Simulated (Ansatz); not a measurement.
# CH3AlBrF: what the fields show

The calculation's input:

```
crystal:
  periodic: [false, false, false]
  atoms:
    - {symbol: F, position_ang: [-1.209853, -1.600704, 0.231911]}
    - {symbol: C, position_ang: [-0.300568, -0.824577, -0.369802]}
    - {symbol: Al, position_ang: [0.670591, 0.629206, 0.573090]}
    - {symbol: Br, position_ang: [-1.265953, 0.908290, -1.073975]}
    - {symbol: H, position_ang: [-0.009697, -1.282260, -1.316803]}
    - {symbol: H, position_ang: [0.178201, 0.972712, 2.031781]}
    - {symbol: H, position_ang: [1.998479, 1.129333, -0.121802]}
basis:
  gaussian: {orbitals: def2-TZVPP}
hamiltonian: {xc: pbe0, dispersion: d4}
output: {orbitals: {seedname: orbitals}}
```

Command:

```sh
ansatz run in.yaml --threads 2 --pin off --events-out ev --progress --plain --max-ram 4352MiB
```

Geometry: PBE0-D4/def2-TZVP.

Method: RKS PBE0-D4/def2-TZVPP in Ansatz 0.2.0.

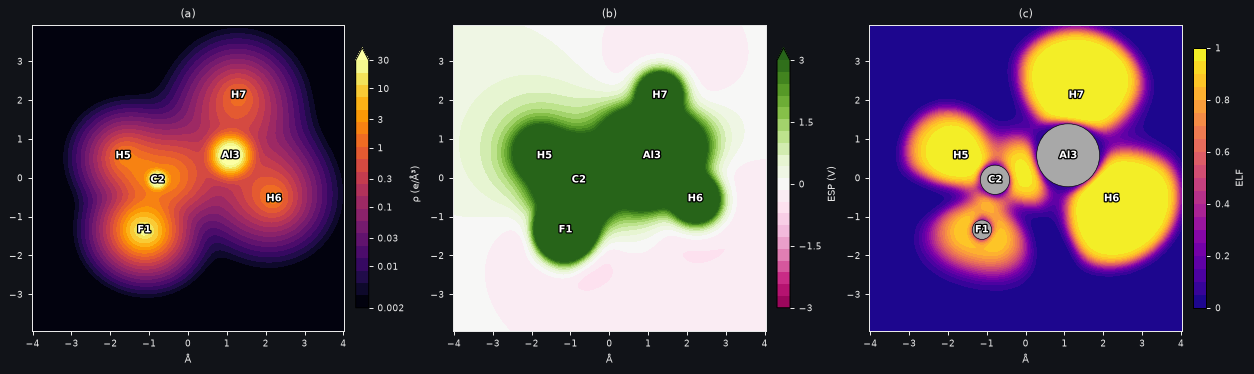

Figure 1. (a) total electron density; (b) molecular electrostatic potential; (c) electron localisation function on the plane of atoms C2, Al3 and H6. Grey discs cover the atomic cores in the ELF map.

What do the fields say about this system?

Answer. The section cuts through F, C, Al and H sites.
C–F (1.34 Å): ρ at the midpoint is about 2.3 e/Å³; the ELF peaks at about 0.85 between the atoms: a polar covalent bond.
C–Al (1.99 Å): ρ at the midpoint is about 0.68 e/Å³; the ELF peaks at about 1 in the valence shell of C, 0.7 Å from its nucleus, and is about 0.90 at the midpoint.
C–H (1.09 Å): the density is about 2.2 e/Å³ at the midpoint; the ELF climbs to about 1 towards the hydrogen, as it does in any bond to H; a covalent bond by its length.
Al–H (1.58 Å): the density is about 0.57 e/Å³ at the midpoint; the ELF climbs to about 1 towards the hydrogen.
The ELF also peaks beside F1, away from the bonds: lone-pair regions.
Outside the dense part of the molecule the potential is most negative (−0.5 V) near F1.

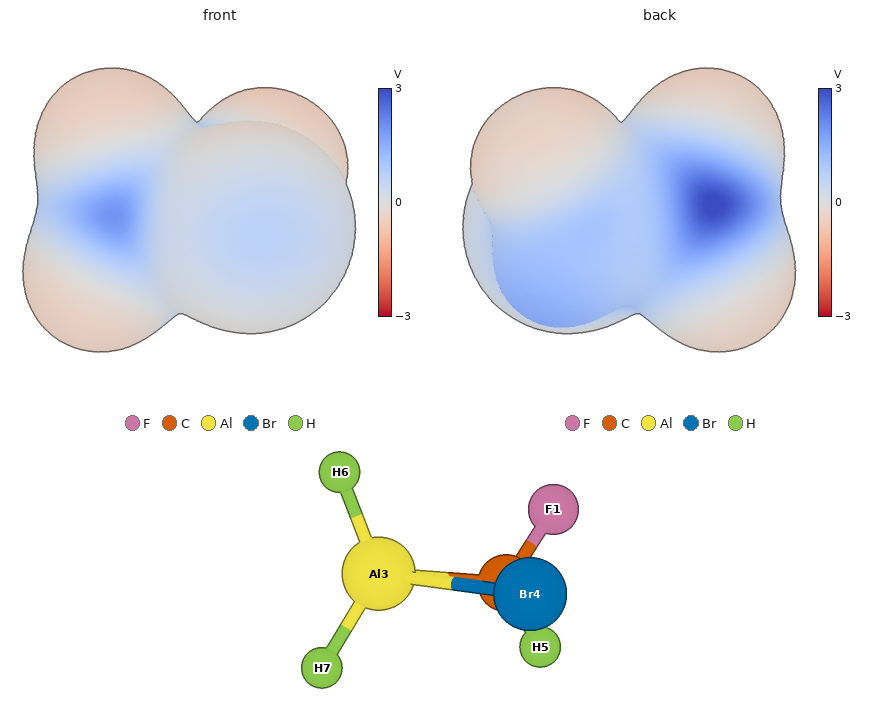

Figure 2. The electrostatic potential painted on the density surface at 0.002 e/bohr³, seen from the front and from behind; red is negative and blue positive. The bare structure is drawn below in the same view.

Which sites attract a positive test charge, and which a negative one?

Answer. A positive charge is drawn to the negative regions and a negative charge to the positive ones. The most negative region (about −0.5 V) lies over F1 and H6, the most positive (about +2.8 V) over Al3.

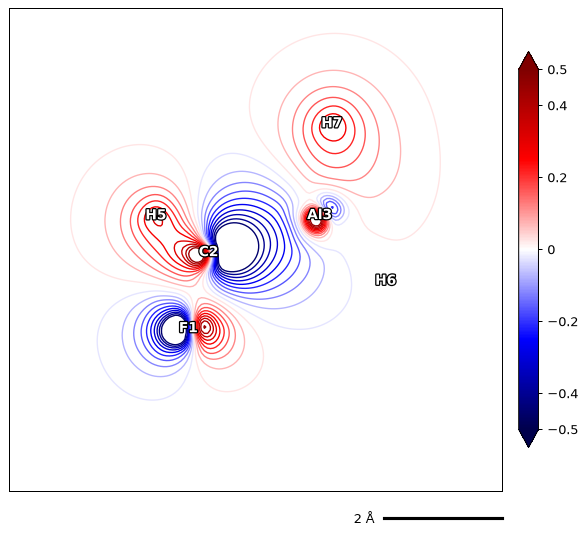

Figure 3. The HOMO on the plane of atoms C2, Al3 and H6 (values in Å⁻³ᐟ²; the overall sign is arbitrary).

What is the character of this orbital?

Answer. It lies mainly on C2 (about 30 %), Br4 (about 25 %), Al3 (about 15 %), F1 (about 15 %) and H7 (about 5 %). Its energy is −8.16 eV.
